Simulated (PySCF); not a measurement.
# C₄H₄NOSi: EPR calculation

The run: EPR calculation of C₄H₄NOSi, multiplicity 2. Method and program: UKS B3LYP, pcH-1 on C H N O Si, non-relativistic, mean-field spin-orbit, GIAO (PySCF 2.14.0).

It belongs to a series of runs on one base structure; here: H removed from sp3 C.

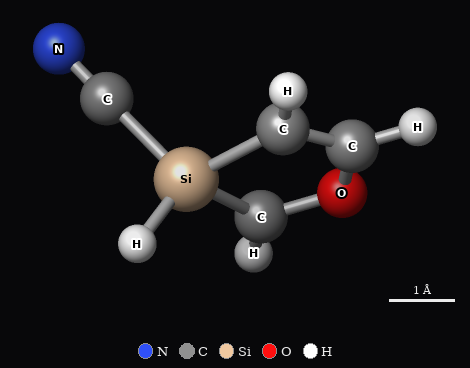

**Figure 1.** The input geometry (ball-and-stick view, seen at a tilt). Bond lengths as drawn: C–C 1.34 Å, C–H 1.07 to 1.08 Å, C–N 1.15 Å, C–O 1.34 to 1.35 Å, C–Si 1.86 to 1.88 Å and H–Si 1.47 Å.

**Key numbers**

| quantity | value |
| --- | --- |
| outcome | converged |
| total energy | −574.244832 hartree |
| ⟨S²⟩ | 0.754 |
| isotropic g | 2.0029 |
| hardware | 1 CPU thread, shared host |
| wall time | 46 s |
| peak memory | 0.86 GiB |

**The input**
```
{"job": {"kind": "epr", "basis": "pcH-1"}, "charge": 0, "multiplicity": 2}
N     -2.954217     1.574435    -0.744392
C     -2.135627     0.970328    -0.218178
Si    -0.780499    -0.014582     0.624492
C     -0.101990    -1.359945    -0.464961
O      1.176706    -1.150870    -0.794040
C      1.689181    -0.007069    -0.288980
C      0.906999     0.781544     0.467270
H     -1.284769    -0.377871     1.952458
H     -0.505414    -2.267599    -0.877460
H      2.718701     0.155624    -0.566170
H      1.276352     1.698676     0.883998
```

The first line tells a small driver script what to run in PySCF; the rest is the geometry in Å.

Launch command:
```bash
OMP_NUM_THREADS=1 python <driver script> task.json out
```

**The program's output**
```
UKS, coarse grid
  cycle   1  E = -574.16259509  |g| = 4.41e-01
  cycle   2  E = -573.98182004  |g| = 7.77e-01
  cycle   3  E = -574.23010218  |g| = 1.85e-01
  cycle   4  E = -574.24297301  |g| = 6.43e-02
  cycle   5  E = -574.24466865  |g| = 1.72e-02
  cycle   6  E = -574.24481470  |g| = 4.49e-03
  cycle   7  E = -574.24482774  |g| = 2.20e-03
  cycle   8  E = -574.24483048  |g| = 1.26e-03
  cycle   9  E = -574.24483097  |g| = 6.04e-04
UKS, final grid
  cycle   1  E = -574.24483098  |g| = 1.12e-03
  cycle   2  E = -574.24482943  |g| = 2.26e-03
  cycle   3  E = -574.24483150  |g| = 1.89e-04
  cycle   4  E = -574.24483152  |g| = 5.72e-05
  cycle   5  E = -574.24483152  |g| = 3.36e-05
  cycle   6  E = -574.24483152  |g| = 1.18e-05
E = -574.24483152 Eh   <S^2> = 0.7540 (exact 0.7500)
g shifts (ppm)      1          2          3
  rmc          -163       -163       -163
  gc             -3         41         23
  oz_so         -26        453       1885
  total        -193        330       1745
hyperfine (MHz)  atom isotope    a_iso     a_fc   dipolar eigenvalues
    0   14N       0.43       0.43     -0.93     -0.40      1.34
    1   13C      55.56      55.57     -2.49     -1.99      4.48
    2  29Si      43.62      43.65     -6.63      0.31      6.33
    3   13C      70.87      70.94    -67.58    -65.02    132.60
    4   17O     -12.34     -12.37    -43.59     21.23     22.35
    5   13C      -1.81      -1.78     -2.20      0.58      1.62
    6   13C       1.90       1.93     -5.70     -3.11      8.80
    7    1H      66.83      66.83     -3.11     -1.70      4.81
    8    1H     -52.81     -52.83    -31.65     -0.93     32.58
    9    1H      -3.60      -3.59     -3.45     -2.63      6.08
   10    1H      -5.30      -5.30     -3.75     -1.37      5.12
```

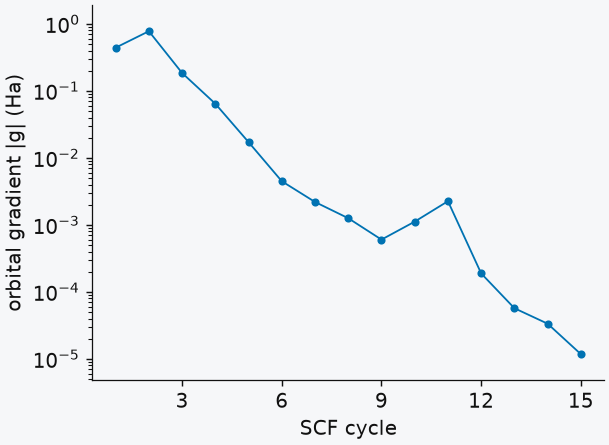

**Figure 2.** Convergence of the self-consistent field: orbital gradient |g| against the SCF cycle. All cycles printed in the log are drawn one after another.

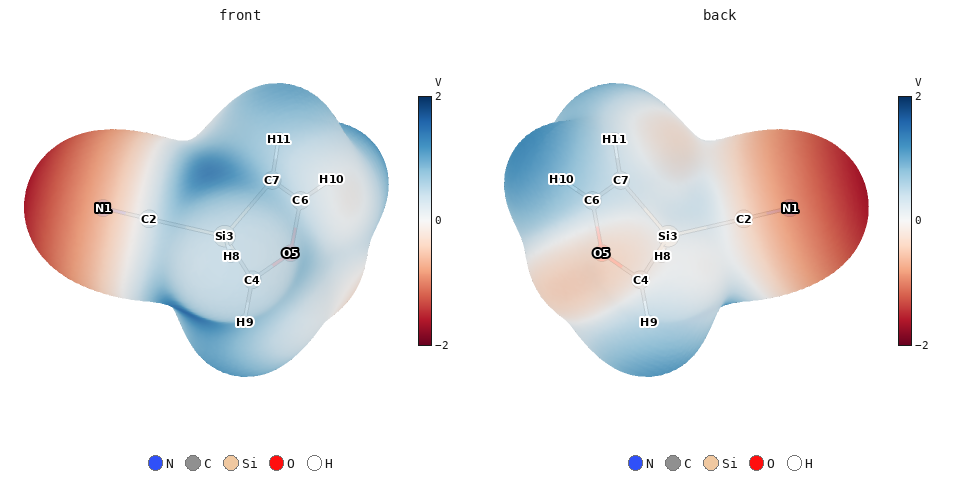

**Figure 3.** The molecular electrostatic potential painted on the density surface at 0.001 e/bohr³, seen at a tilt and from behind; the colour scale runs from red (negative) to blue (positive). A positive charge is drawn to the negative regions and a negative charge to the positive ones.

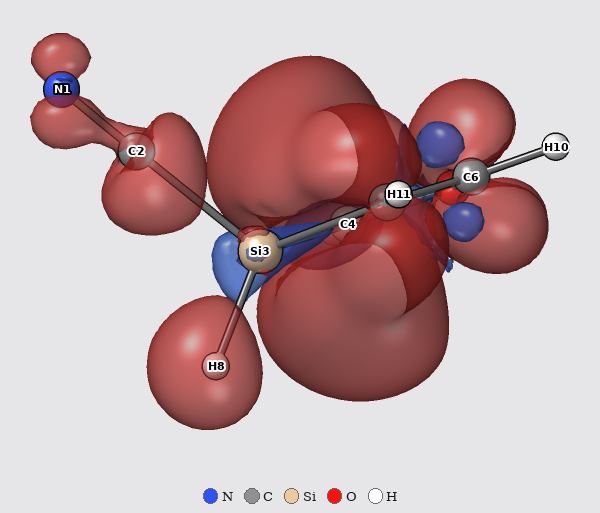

**Figure 4.** Isosurfaces of the spin density (α minus β) at +0.005 (red) and −0.005 e/Å³ (blue), seen from the side. The unpaired spin (1 electron) lies mostly on C4 (about 0.6), O5 (about 0.1) and Si3 (about 0.1), in electrons by Hirshfeld's partition.

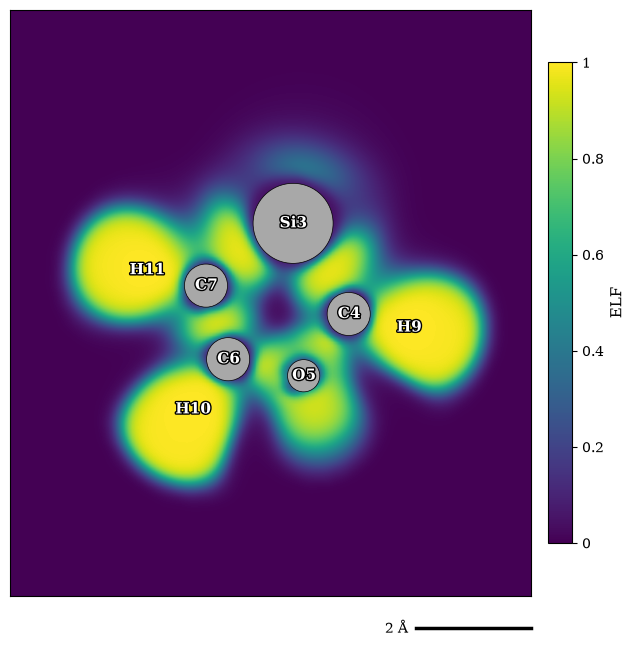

**Figure 5.** Electron localisation function on the plane of atoms C4, O5 and C6. Grey discs, where drawn, cover atomic cores. The section cuts through Si, C, O and H sites. C–C (1.34 Å): the ELF peaks at about 0.90 between the atoms (a double or triple bond).
